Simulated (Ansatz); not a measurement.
**One shape, several levels: P2H2 (phosphanylidenephosphane)**

Wanted: a comparison of 6 runs (HF/STO-3G, B2PLYP/STO-3G, PBE/STO-3G, UMP2/STO-3G, CCSDT(Q)/STO-3G, CCSD(T)/STO-3G) of P2H2 (phosphanylidenephosphane). 

The results are computed with Ansatz 0.2.0.

34 further runs of the same task are left out: 34 set aside as unsound or not needed.

### Step 1. The structure to begin with

P2H2: 4 atoms, total charge 0, spin state singlet. As SMILES, `P=P`. The H4–P2 distance was set to 2.105 Å, away from the relaxed value. At this shape a bond of the SMILES string is far longer than usual.

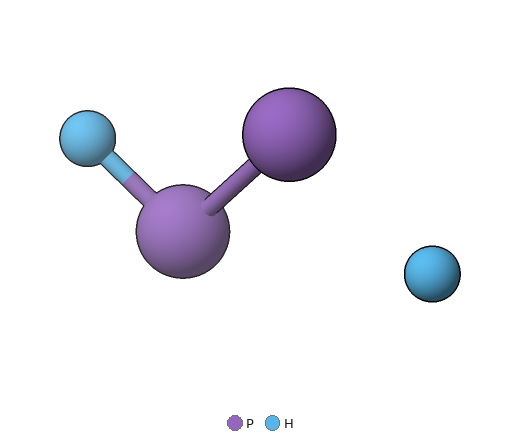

The structure, seen from a chosen angle (phosphorus purple, hydrogen blue).

### Step 2. A single-point energy at HF/STO-3G (run 1)

The input, molecule.yaml:

```yaml
crystal:
  periodic: [false, false, false]
  atoms:
    - {symbol: P, position_ang: [0.506531, -1.035692, 0.545956]}
    - {symbol: P, position_ang: [0.555321, 0.971478, 0.369346]}
    - {symbol: H, position_ang: [1.568161, -1.099632, 1.460926]}
    - {symbol: H, position_ang: [-1.037310, 1.067660, -1.003410]}
basis:
  gaussian:
    orbitals: STO-3G
hamiltonian:
  xc: hf
accuracy: high
```

Run with:

```bash
$ ansatz run molecule.yaml --threads 1 --pin off --max-ram 2610MiB --events-out events.jsonl --progress --plain --runs-dir runs
```

Standard output:

```text
Warning: RAYON_NUM_THREADS=1 ignored (pool sized by the plan → 1); use --threads N
Functional definition: HF
  name "HF"
  exchange = exact_x
  correlation = 0
345 factors; integrals over basis functions are off by at most 5.2e-9 eV
mean field evaluation 1: about -18361.3113 eV, gradient 8.8e0 eV
mean field evaluation 2: about -18361.3307 eV, gradient 8.8e0 eV
mean field evaluation 4: about -18361.8654 eV, gradient 1.3e0 eV
mean field evaluation 8: about -18361.8749 eV, gradient 1.3e-2 eV
mean field evaluation 16: about -18336.8104 eV, gradient 3.1e1 eV
mean field -18361.87490310 eV, -674.7864565632 hartree, gradient 4.6e-8 eV, S^2 0.000000; 0 other end points of the search recorded, 0 dependent functions left out
reference -18361.87490310 eV, -674.7864565632 hartree; 16, 16 occupied and 4, 4 virtual orbitals, 345 factors
Total energy: -18361.87490310 eV, -674.7864565632 hartree
```

Wall time 0.12 s (1 thread of Arm Neoverse V2, shared host).

### Step 3. A single-point energy at B2PLYP/STO-3G (run 2)

The input, run.yaml:

```yaml
crystal:
  periodic: [false, false, false]
  atoms:
    - {symbol: P, position_ang: [0.506531, -1.035692, 0.545956]}
    - {symbol: P, position_ang: [0.555321, 0.971478, 0.369346]}
    - {symbol: H, position_ang: [1.568161, -1.099632, 1.460926]}
    - {symbol: H, position_ang: [-1.037310, 1.067660, -1.003410]}
basis:
  gaussian: {orbitals: STO-3G}
hamiltonian: {xc: {name: B2PLYP}}
correlation: {frozen_orbitals: {H: 0, P: 5}}
accuracy: high
```

Run with:

```bash
$ ansatz run run.yaml --threads 1 --pin off --max-ram 2610MiB --events-out events.jsonl --progress --plain --runs-dir runs
```

Standard output, shortened:

```text
Warning: RAYON_NUM_THREADS=1 ignored (pool sized by the plan → 1); use --threads N
Functional definition: B2PLYP
  name "B2PLYP"
[...]
345 factors; integrals over basis functions are off by at most 5.2e-9 eV
[...]
mean field -18385.87967929 eV, -675.6686158171 hartree, gradient 3.6e-9 eV, S^2 0.000000; 0 other end points of the search recorded, 0 dependent functions left out; unrestricted orbitals would lower it
10 core orbitals not correlated: weight in the atoms' cores, before any rotation towards them, 1.000 or more for the frozen orbitals, at most 0.000 for the correlated occupied ones
reference -18385.87969552 eV, -675.6686164135 hartree; 6, 6 occupied and 4, 4 virtual orbitals, 345 factors
second order -5.08053986 eV of doubles, -0.00000000 eV of singles
Total energy: -18387.25144128 eV, -675.7190271405 hartree
```

It took 1.2 s on 1 thread of Arm Neoverse V2, shared host; peak memory 0.089 GiB.

Run 3 isn't shown in full; the table further down has it.

### Step 4. The energy at UMP2/STO-3G (run 4)

The input, in.yaml:

```yaml
crystal:
  periodic: [false, false, false]
  atoms:
    - {symbol: P, position_ang: [0.506531, -1.035692, 0.545956]}
    - {symbol: P, position_ang: [0.555321, 0.971478, 0.369346]}
    - {symbol: H, position_ang: [1.568161, -1.099632, 1.460926]}
    - {symbol: H, position_ang: [-1.037310, 1.067660, -1.003410]}
basis:
  gaussian: {orbitals: STO-3G}
correlation: {method: mp2, frozen_orbitals: {H: 0, P: 5}}
accuracy: high
magnetization: {spin_polarized: true, initial_magnetization: 0}
```

Run with:

```bash
$ ansatz run in.yaml --threads 1 --pin off --max-ram 2610MiB --events-out events.jsonl --progress --plain --runs-dir runs
```

Standard output, shortened:

```text
Warning: RAYON_NUM_THREADS=1 ignored (pool sized by the plan → 1); use --threads N
[... 2 set-up lines as earlier in the session ...]
[...]
345 factors; integrals over basis functions are off by at most 5.2e-9 eV
[...]
mean field -18363.67620330 eV, -674.8526531244 hartree, gradient 2.3e-8 eV, S^2 1.395832; 8 other end points of the search recorded, 0 dependent functions left out
10 core orbitals not correlated: weight in the atoms' cores, before any rotation towards them, 1.000 or more for the frozen orbitals, at most 0.000 for the correlated occupied ones
reference -18363.67620330 eV, -674.8526531244 hartree; 6, 6 occupied and 4, 4 virtual orbitals, 345 factors
second order -1.16451724 eV of doubles, -0.00000000 eV of singles
Total energy: -18364.84072054 eV, -674.8954483437 hartree
```

It took 0.32 s on 1 thread of Arm Neoverse V2, shared host.

Run 5 isn't shown in full; the table further down has it.

### Step 5. The energy at CCSD(T)/STO-3G (run 6)

The input, run.yaml:

```yaml
crystal:
  periodic: [false, false, false]
  atoms:
    - symbol: P
      position_ang: [0.506531, -1.035692, 0.545956]
    - symbol: P
      position_ang: [0.555321, 0.971478, 0.369346]
    - symbol: H
      position_ang: [1.568161, -1.099632, 1.460926]
    - symbol: H
      position_ang: [-1.037310, 1.067660, -1.003410]
basis:
  gaussian:
    orbitals: STO-3G
correlation:
  method: ccsd_t
  frozen_orbitals: {H: 0, P: 5}
accuracy: high
scf:
  omitted_lower_state_checks: [cluster_reference, increment]
```

Run with:

```bash
$ ansatz run run.yaml --threads 1 --pin off --max-ram 2610MiB --events-out events.jsonl --progress --plain --runs-dir runs
```

Standard output, shortened:

```text
Warning: RAYON_NUM_THREADS=1 ignored (pool sized by the plan → 1); use --threads N
[... 2 set-up lines as earlier in the session ...]
[...]
345 factors; integrals over basis functions are off by at most 5.2e-9 eV
[...]
mean field -18361.87490310 eV, -674.7864565632 hartree, gradient 4.6e-8 eV, S^2 0.000000; 1 other end points of the search recorded, 0 dependent functions left out; unrestricted orbitals would lower it
10 core orbitals not correlated: weight in the atoms' cores, before any rotation towards them, 1.000 or more for the frozen orbitals, at most 0.000 for the correlated occupied ones
reference -18361.87490310 eV, -674.7864565632 hartree; 6, 6 occupied and 4, 4 virtual orbitals, 345 factors
second order -3.63273907 eV of doubles, -0.00000000 eV of singles
cycle   1  -4.12847167 eV  change   -6.7e-1 eV  update   1.1e-1
[...]
cycle  24  -4.82647686 eV  change    1.4e-9 eV  update   1.1e-9
perturbative correction -0.05095014 eV, -0.0018723830 hartree
WARN: these amplitudes may be one of several solutions (largest doubles amplitude 0.29, level shift 0.76 eV)
Total energy: -18366.75233010 eV, -674.9656986993 hartree
Checks for a lower state left out: cluster_reference, increment
```

Run time: 0.16 s. Hardware: 1 thread of Arm Neoverse V2, shared host.

### Step 6. Overview of the runs

```
run            level  frozen core orbitals  energy (Eh)  wall time
  1        HF/STO-3G                     –  -674.786457     0.12 s
  2    B2PLYP/STO-3G                    10  -675.719027      1.2 s
  3       PBE/STO-3G                     –  -675.697654     0.83 s
  4      UMP2/STO-3G                    10  -674.895448     0.32 s
  5  CCSDT(Q)/STO-3G                    10  -674.966577     0.22 s
  6   CCSD(T)/STO-3G                    10  -674.965699     0.16 s
```

### Step 7. Outcome

| quantity | value |
| --- | --- |
| run 6: total energy | -674.96570 Eh |
| run 6: correlation energy (10 core orbitals frozen) | -179.2 mEh |
| run 6: (T) correction | -1.87 mEh |
| run 6: T1 diagnostic | 0.015 |

Below the HF energy at the same shape and in the same basis (STO-3G): UMP2 -109.0 mEh; CCSDT(Q) -180.1 mEh; CCSD(T) -179.2 mEh. Some of these start from another determinant than that one, so these aren't their correlation energies. Totals of different functionals can't be ranked against each other. In runs 2, 5, 6 the log says that unrestricted orbitals would lower the reference, so the values rest on an unstable closed-shell determinant (other closed-shell runs at this shape may share the fault). In runs 1, 2, 3, 4, 5, 6 the basis is minimal, so the values are rough. Spin contamination of the reference: run 4 ⟨S²⟩ = 1.40. Where it is this large, the reference is a mixture of spin states, and values that rest on it are in doubt. All runs together took 2.9 s, the longest 1.2 s.
